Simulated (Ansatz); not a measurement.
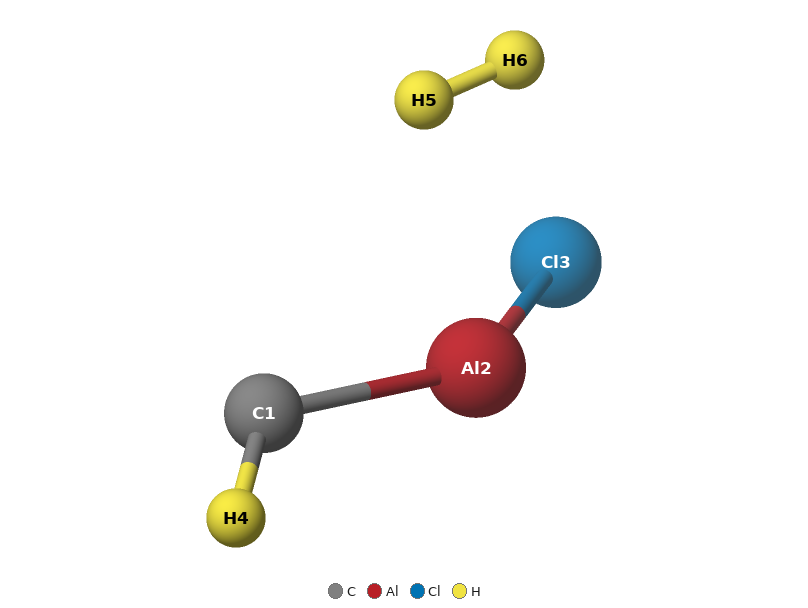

The atoms are numbered. State: neutral, doublet. Computed geometry: PBE-D4/def2-SVP optimisation. No frequency run is at hand to confirm it as a minimum.

> What is the geometry at C1?

C1 has 2 neighbours (Al2 at 1.85, H4 at 1.11 Å); the arrangement is bent.

> How are the neighbours of atom 2 arranged?

Al2 has 2 neighbours (C1 at 1.85, Cl3 at 2.12 Å); the arrangement is bent.
